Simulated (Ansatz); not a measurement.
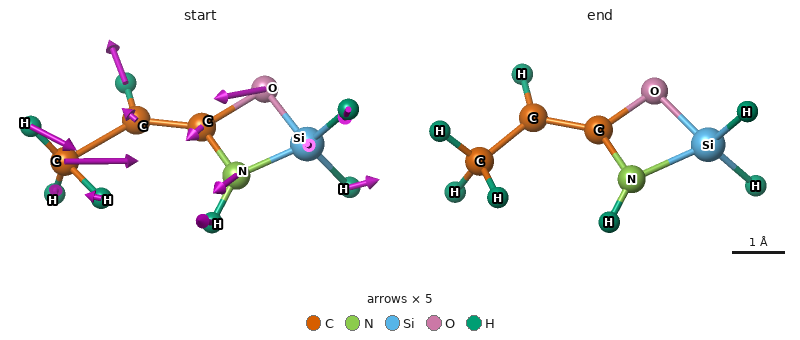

The structure of C$_{3}$H$_{7}$NOSi before (left) and after (right) a relaxation, at one scale. The purple arrows give the displacements, 5 times their true length.

The picture is a ball-and-stick view, seen at a tilt.

The calculation used RKS PBE-QIDH/def2-TZVPD (Ansatz).

The input:
```yaml
crystal:
  periodic: [false, false, false]
  atoms:
    - {symbol: C, position_ang: [-0.202309, -2.203975, 1.074374]}
    - {symbol: C, position_ang: [0.412685, -0.620656, 1.033249]}
    - {symbol: C, position_ang: [0.355468, 0.367236, 0.190040]}
    - {symbol: N, position_ang: [-0.316733, 0.462049, -1.009551]}
    - {symbol: Si, position_ang: [0.213042, 1.859029, -1.348537]}
    - {symbol: O, position_ang: [0.904845, 1.800290, 0.223696]}
    - {symbol: H, position_ang: [0.558490, -2.860691, 1.277389]}
    - {symbol: H, position_ang: [-0.669742, -2.024062, -0.049055]}
    - {symbol: H, position_ang: [-1.055609, -2.078408, 1.675203]}
    - {symbol: H, position_ang: [0.932726, -0.429621, 1.789682]}
    - {symbol: H, position_ang: [-1.120173, -0.198768, -1.218150]}
    - {symbol: H, position_ang: [1.221814, 2.092170, -2.539702]}
    - {symbol: H, position_ang: [-0.866864, 2.896879, -1.227973]}
basis:
  gaussian: {orbitals: def2-TZVPD, fitting: {mean_field: def2-universal-jkfit}}
hamiltonian: {xc: {name: PBE-QIDH}}
relax: {f_tol: 0.001, max_steps: 3}
output: {forces: true}
```

Command:
```bash
ansatz run in.yaml --threads 4 --pin off --events-out ev --progress --plain --max-ram 10444MiB
```

### Summarise the run.

The relaxation stopped without meeting its thresholds, so the last structure isn't shown to be converged. The input was poor on purpose: steps. C1 moves most after the best rigid fit: 0.30 Å. By element the largest moves are C 0.30 Å, O 0.25 Å, H 0.22 Å, N 0.16 Å, Si 0.07 Å. Among the contacts that change: C1–C2 1.699 → 1.435 Å, N4–Si5 1.532 → 1.686 Å, C2–H10 0.938 → 1.092 Å, C3–O6 1.535 → 1.407 Å. Among the angles between lasting bonds that change: C2–C1–H8 88.8° → 112.1°, H7–C1–H8 123.8° → 104.4°, H7–C1–H9 124.4° → 108.8°. After 2 geometry steps the energy has fallen by 3.254 eV. Largest force component: 8.7 eV/Å at the start, 2.1 eV/Å at the end.
